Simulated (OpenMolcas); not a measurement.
# Os⁵⁺ among point charges: CASSCF and CASPT2 levels and susceptibility

How does a field of 6 point charges split the states of Os⁵⁺, and what χT follows?

Method: state-averaged CASSCF and CASPT2, spin-orbit coupling by RASSI with atomic mean-field integrals. Code: OpenMolcas 26.06.

**1. The system**

| Quantity | Value |
| --- | --- |
| Species | Os⁵⁺ (osmium, Z = 76, 71 electrons) |
| Basis | ANO-RCC-VDZP [7s6p4d2f1g], 68 functions |
| Scalar Hamiltonian | DKH2, point nucleus |
| Inactive shells | 1s 2s 2p 3s 3p 3d 4s 4p 4d 4f 5s 5p |
| Active space | 3 electrons in 5 orbitals (5d) |
| Some configurations of this space | 5d³ |
| Orbitals | optimised for each spin and parity, averaged over all roots |

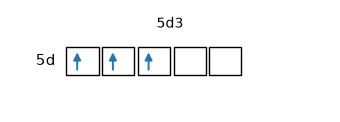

The shells outside the core, filled by Hund's rule for the drawing.

The ion sits among 6 point charges of -1.7 e arranged as an octahedron (Oh), 1.84 Å from the ion.

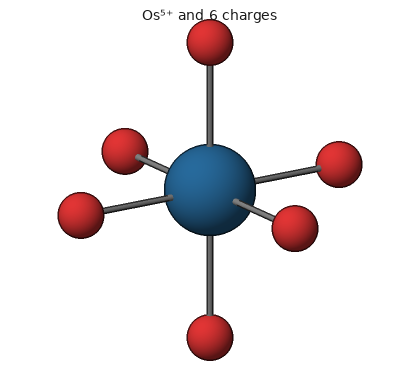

The ion and the point charges (red).

Each step is its own input file, run in one work folder so that later steps find the files of earlier ones. Labels, J, g values, rates, χT and fits are worked out afterwards by a script from the matrices that RASSI stores. The input lists half of the charges; inversion (Group=XYZ) makes the rest.

**2. Basis and integrals**

a.inp

```
&GATEWAY
Coord
1

Os 0.0 0.0 0.0
Basis=ANO-RCC-VDZP
Group=XYZ
NoMove
AngMom=0.0 0.0 0.0
AMFI
XField
3 Angstrom 0
1.840000 0.000000 0.000000 -1.700000
0.000000 1.840000 0.000000 -1.700000
0.000000 0.000000 1.840000 -1.700000
&SEWARD
```

Launch:

```console
$ OMP_NUM_THREADS=1 MOLCAS_MEM=1689 MOLCAS_PROJECT=a pymolcas a.inp > a.log
```

**3. CASSCF: quartets of even parity, 10 roots**

a.inp

```
&RASSCF
FileOrb=start.orb
Symmetry=1
Spin=4
nActEl=3 0 0
Inactive=15 19
Ras2=5 0
CIRoot=10 10 1
SDav=10
CIMx=300
Iter=120 100
PrWF=0.3
OrbListing=Nothing
MaxOrb=0
>>> COPY $Project.JobIph JOB001
```

start.orb holds the contracted functions of the basis, ordered by shell, or the orbitals of the step before.

**4. CASSCF: doublets of even parity, 40 roots**

a.inp

```
&RASSCF
FileOrb=start.orb
Symmetry=1
Spin=2
nActEl=3 0 0
Inactive=15 19
Ras2=5 0
CIRoot=40 40 1
SDav=40
CIMx=300
Iter=120 100
PrWF=0.3
OrbListing=Nothing
MaxOrb=0
>>> COPY $Project.JobIph JOB002
```

**5. State interaction with spin-orbit coupling**

a.inp

```
&RASSI
NrOfJobIphs=2 10 40
1 2 3 4 5 6 7 8 9 10
1 2 3 4 5 6 7 8 9 10 11 12 13 14 15 16 17 18 19 20 21 22 23 24 25 26 27
28 29 30 31 32 33 34 35 36 37 38 39 40
IphNames
JOB001
JOB002
EJob
SpinOrbit
DIPRint=1.0
SOCoupling=1000.0
Subsets=2
Property=9
'ANGMOM' 1 'ANGMOM' 2 'ANGMOM' 3 'MLTPL  1' 1 'MLTPL  1' 2 'MLTPL  1' 3
'AMFI' 1 'AMFI' 2 'AMFI' 3
SOProperty=3
'ANGMOM' 1 'ANGMOM' 2 'ANGMOM' 3
```

**6. CASPT2: IPEA 0.25, imaginary shift 0.1 (closed shells correlated: 5s 5p)**

a.inp

```
>>> COPY JOB001 $Project.JobIph
&CASPT2
Multistate=10 1 2 3 4 5 6 7 8 9 10
NoMult
Frozen=14 16
IPEA=0.25
Imaginary=0.1
MaxIter=60
WThr=0.0 0.3 0.05
PrWF=0.5
NoMix
>>> COPY JOB002 $Project.JobIph
&CASPT2
Multistate=40 1 2 3 4 5 6 7 8 9 10 11 12 13 14 15 16 17 18 19 20 21 22
23 24 25 26 27 28 29 30 31 32 33 34 35 36 37 38 39 40
NoMult
Frozen=14 16
IPEA=0.25
Imaginary=0.1
MaxIter=60
WThr=0.0 0.3 0.05
PrWF=0.5
NoMix
```

(Steps that only read results are left out.)

Before running it: what results should come out? Wanted: spin-free ground state; first state of the same spin within the active space; lowest level; next level.

**Answer**, as computed:

| quantity | value |
| --- | --- |
| method | SS-CASPT2, IPEA 0.25, imaginary shift 0.1 (closed shells correlated: 5s 5p) |
| spin-free ground state | 4A2, 1-fold in its orbital part |
| first state of the same spin within the active space | 4T2 at 12000 cm⁻¹ |
| lowest level | 4-fold Γ8 |
| next level | 9884.7 cm⁻¹ |
| χT at 300 K | 0.30 cm³ K/mol |
| effective moment at 300 K | 1.56 μB |

Cost by method:

```csv
method,time of its own steps,time with the reference
A. CASSCF,12 s,12 s
"B. SS-CASPT2, IPEA 0.25, imaginary shift 0.1, +5s 5p",5.7 s,17 s
```

Times are of one thread on a shared host.

In words: The spin-free ground state (4A2) comes to 100 % from free-ion F terms and keeps the highest spin of the shell. χT at 300 K is 0.30, against 1.88 cm³ K/mol for the spin alone, so spin-orbit coupling lowers it. CASPT2 does not keep the components of a term degenerate, and the means are used. The field of point charges can differ much from that of real complexes. This is an electrostatic model: the charges have no orbitals.
